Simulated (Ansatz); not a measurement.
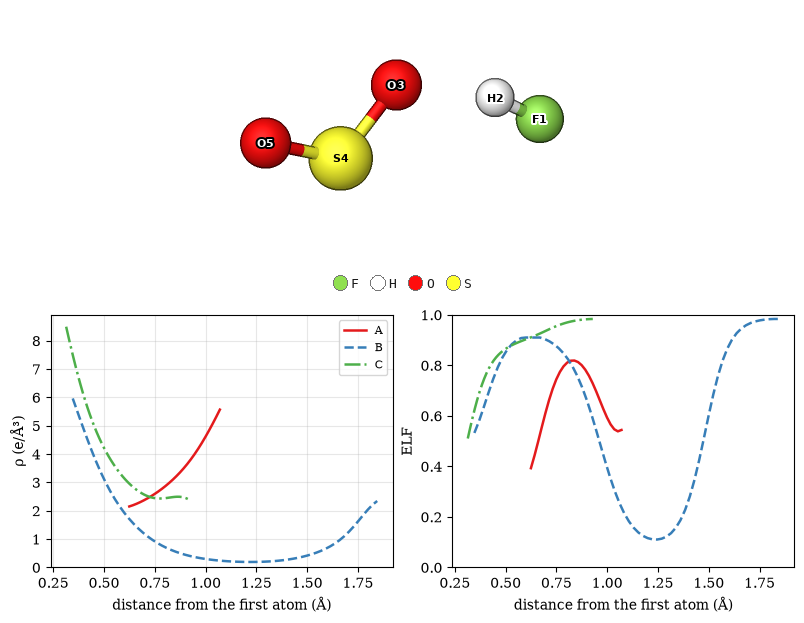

The picture shows: HF···SO$_{2}$. Electron density and electron localisation function along straight lines between neighbouring atoms. The curves leave out the atomic cores. The structure is drawn too.

Geometry: PBE0-D4/def2-TZVP.

These are results of RKS PBE0-D4/def2-TZVPPD (Ansatz), not measurements.

```xyz
5

F    -0.6305    0.1692   -2.3358
H    -0.5430    0.4172   -1.4451
O    -0.1523    0.4822    0.3564
S     0.5310   -0.5994    1.0142
O     0.7947   -0.4692    2.4104
```

### Which curve belongs to which contact (F–H, O–H and S–O)? The first atom named is at distance zero.

Curve A: S–O (1.43 Å): ρ at the midpoint is about 2.4 e/Å³; the ELF peaks at about 0.80 between the atoms, as expected for a short, strongly polar bond. Curve B: O3···H2 (1.84 Å): the density falls to about 0.2 e/Å³ on the way; the ELF dips to about 0.10 between them (a closed-shell contact with the geometry of a hydrogen bond). Curve C: F–H (0.93 Å): ρ is about 4.8 e/Å³ halfway; the ELF climbs to about 1 towards the hydrogen, as it does in any bond to H (a covalent bond by its length).
